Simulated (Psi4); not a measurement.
# AlH3 (SMILES [H][Al]([H])[H]): M06-2X/pcseg-1 (sweep point 6)

What is the vertical ionisation energy of AlH3 at M06-2X/pcseg-1 (sweep point 6)? 

Program for the calculation: Psi4 1.11.

## 1. The structure to begin with

The species is AlH3 (4 atoms), meant as a singlet with charge 0. SMILES: `[H][Al]([H])[H]`. The shape comes from GFN2-xTB, which is rough for such elements, and wasn't checked as a minimum.

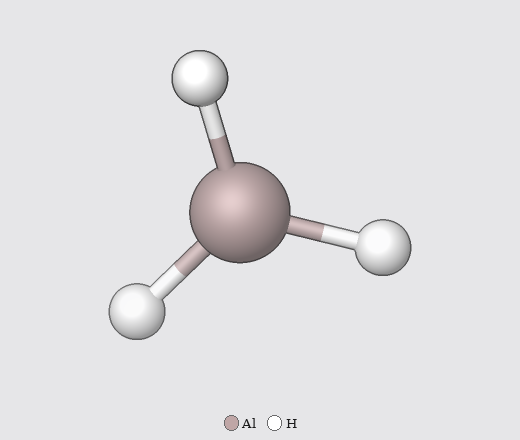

The structure, seen from a chosen angle (aluminium light grey, hydrogen white).

## 2. The energy at M06-2X/pcseg-1 (sweep point 6)

File calc.py:

```python
import psi4

psi4.set_memory('1600 MB')
psi4.set_num_threads(1)
psi4.core.set_output_file('run.log', False)

molecule = psi4.geometry("""
0 1
Al    -0.000010    -0.000020     0.000020
H      1.552650    -0.030520     0.014610
H     -0.749810     1.359840    -0.019120
H     -0.802830    -1.329300     0.004480
symmetry c1
""")

psi4.set_options({
    'basis': 'pcseg-1',
    'puream': True,
    'scf_type': 'pk',
    'dft_radial_points': 99,
    'dft_spherical_points': 590,
})

e_tot, wfn = psi4.energy('m06-2x', return_wfn=True)
print(f'm06-2x energy: {e_tot:.10f} Eh')
for k, v in sorted(psi4.core.scalar_variables().items()):
    print(f'{k:45s} {v:18.10f}')
```

On the command line:

```sh
$ python calc.py
```

run.log:

```text
[...]
  Running in c1 symmetry.
[...]
  Nuclear repulsion =   13.879459646128723
[...]
  Multiplicity = 1
[...]
  Nalpha       = 8
  Nbeta        = 8
[...]
    Number of basis functions: 33
[...]
   @RKS iter   1:  -244.13964577753723   -4.61442e-01   3.60649e-03 DIIS/ADIIS
[...]
   @RKS iter   5:  -244.15074319376185   -3.29082e-08   2.79651e-07 DIIS
[...]
    Orbital Energies [Eh]
    ---------------------
    Doubly Occupied:
       1A    -56.835046     2A     -4.378337     3A     -2.888313
       4A     -2.882145     5A     -2.882145     6A     -0.487482
       7A     -0.359718     8A     -0.359710
[...]
  @RKS Final Energy:  -244.15074319376185
   => Energetics <=
    Nuclear Repulsion Energy =             13.8794596461287227
    One-Electron Energy =                -366.3191531097896814
    Two-Electron Energy =                 117.6529328051356629
    DFT Exchange-Correlation Energy =      -9.3639825352365662
    Empirical Dispersion Energy =           0.0000000000000000
    VV10 Nonlocal Energy =                  0.0000000000000000
    Total Energy =                       -244.1507431937618549
[...]
 Multipole Moments:
 ------------------------------------------------------------------------------------
     Multipole            Electronic (a.u.)      Nuclear  (a.u.)        Total (a.u.)
 ------------------------------------------------------------------------------------
 L = 1.  Multiply by 2.5417464519 to convert [e a0] to [Debye]
 Dipole X            :         -0.0000656            0.0000350           -0.0000306
 Dipole Y            :         -0.0001285            0.0000699           -0.0000586
 Dipole Z            :          0.0001361           -0.0000787            0.0000574
 Magnitude           :                                                    0.0000875
[...]
```

Standard output:

```text
m06-2x energy: -244.1507431938 Eh
CURRENT ENERGY                                   -244.1507431938
CURRENT REFERENCE ENERGY                         -244.1507431938
DD SOLVATION ENERGY                                 0.0000000000
DFT FUNCTIONAL TOTAL ENERGY                      -244.1507431938
DFT TOTAL ENERGY                                 -244.1507431938
DFT VV10 ENERGY                                     0.0000000000
DFT XC ENERGY                                      -9.3639825352
GRID ELECTRONS ALPHA                                7.9999999954
GRID ELECTRONS BETA                                 7.9999999954
GRID ELECTRONS TOTAL                               15.9999999908
NUCLEAR REPULSION ENERGY                           13.8794596461
ONE-ELECTRON ENERGY                              -366.3191531098
PCM POLARIZATION ENERGY                             0.0000000000
PE ENERGY                                           0.0000000000
SCF ITERATION ENERGY                             -244.1507431938
SCF ITERATIONS                                      5.0000000000
SCF TOTAL ENERGY                                 -244.1507431938
TWO-ELECTRON ENERGY                               117.6529328051
XC GRID RADIAL POINTS                              99.0000000000
XC GRID SPHERICAL POINTS                          590.0000000000
XC GRID TOTAL POINTS                           225257.0000000000
```

Run time: 4.8 s. Hardware: 1 thread of Intel Xeon Platinum 8375C at 2.90GHz (Ice Lake), shared host; peak memory 0.74 GiB.

## 3. The doublet cation at the same level

File run.py:

```python
import psi4

psi4.set_memory('1600 MB')
psi4.set_num_threads(1)
psi4.set_output_file('run.log', False)

geom = psi4.geometry("""
1 2
Al    -0.000010    -0.000020     0.000020
H      1.552650    -0.030520     0.014610
H     -0.749810     1.359840    -0.019120
H     -0.802830    -1.329300     0.004480
units angstrom
symmetry c1
""")

psi4.set_options({
    'basis': 'pcseg-1',
    'reference': 'uks',
    'puream': True,
    'scf_type': 'pk',
    'dft_radial_points': 99,
    'dft_spherical_points': 590,
    'maxiter': 100,
})

E = psi4.energy('M06-2X', molecule=geom)
print(f'total energy {E:.8f} hartree = {E * 27.211386:.5f} eV')
```

On the command line:

```sh
$ python run.py
```

run.log:

```text
[...]
  Running in c1 symmetry.
[...]
  Nuclear repulsion =   13.879459646128723
[...]
  Multiplicity = 2
[...]
  Nalpha       = 8
  Nbeta        = 7
[...]
    Number of basis functions: 33
[...]
   @UKS iter   1:  -243.71489064130731   -3.66870e-02   3.60904e-03 DIIS/ADIIS
[...]
   @UKS iter  16:  -243.73339053060374   -1.34404e-08   9.09834e-07 DIIS
[...]
   @S^2 Observed:                7.728367252E-01
[...]
    Orbital Energies [Eh]
    ---------------------
    Alpha Occupied:
       1A    -57.147353     2A     -4.686777     3A     -3.195840
       4A     -3.194675     5A     -3.188184     6A     -0.811851
       7A     -0.720605     8A     -0.616909
    Alpha Virtual:
       9A     -0.280606    10A     -0.177461    11A     -0.134295
      12A     -0.132274    13A     -0.081476    14A     -0.040201
      15A     -0.033790    16A     -0.022343    17A      0.252315
      18A      0.252773    19A      0.286967    20A      0.298138
      21A      0.316405    22A      0.501940    23A      0.627059
      24A      0.700991    25A      1.520534    26A      1.592691
[...]
  @UKS Final Energy:  -243.73339053060374
   => Energetics <=
    Nuclear Repulsion Energy =             13.8794596461287227
    One-Electron Energy =                -361.4404647992155333
    Two-Electron Energy =                 113.0429208760919835
    DFT Exchange-Correlation Energy =      -9.2153062536089170
    Empirical Dispersion Energy =           0.0000000000000000
    VV10 Nonlocal Energy =                  0.0000000000000000
    Total Energy =                       -243.7333905306037423
[...]
 Multipole Moments:
 ------------------------------------------------------------------------------------
     Multipole            Electronic (a.u.)      Nuclear  (a.u.)        Total (a.u.)
 ------------------------------------------------------------------------------------
 L = 1.  Multiply by 2.5417464519 to convert [e a0] to [Debye]
 Dipole X            :          0.3552927            0.0000350            0.3553276
 Dipole Y            :          0.5887558            0.0000699            0.5888257
 Dipole Z            :         -0.0018894           -0.0000787           -0.0019681
 Magnitude           :                                                    0.6877335
[...]
```

The script printed:

```text
total energy -243.73339053 hartree = -6632.32337 eV
```

Wall time 13 s (1 thread of Intel Xeon Platinum 8375C at 2.90GHz (Ice Lake), shared host); peak memory 0.74 GiB.

## 4. Outcome

Level: M06-2X/pcseg-1 (sweep point 6).

| quantity | value |
| --- | --- |
| singlet AlH3: total energy | -244.15074 Eh |
| singlet AlH3: dipole moment | 0.00 D |
| singlet AlH3: HOMO energy | -9.79 eV |
| singlet AlH3: LUMO energy | -1.28 eV |
| singlet AlH3: HOMO–LUMO gap | 8.51 eV |
| doublet cation: total energy | -243.73339 Eh |
| doublet cation: HOMO energy (highest over α and β) | -16.24 eV |
| doublet cation: LUMO energy (lowest over α and β) | -13.00 eV |
| doublet cation: ⟨S²⟩ | 0.773 |
| vertical ionisation energy (to the doublet cation) | 11.357 eV |

**Reading.** The vertical ionisation energy comes to 11.36 eV (1096 kJ/mol). The negative HOMO energy of the first species, 9.79 eV, lies 1.57 eV below that difference.
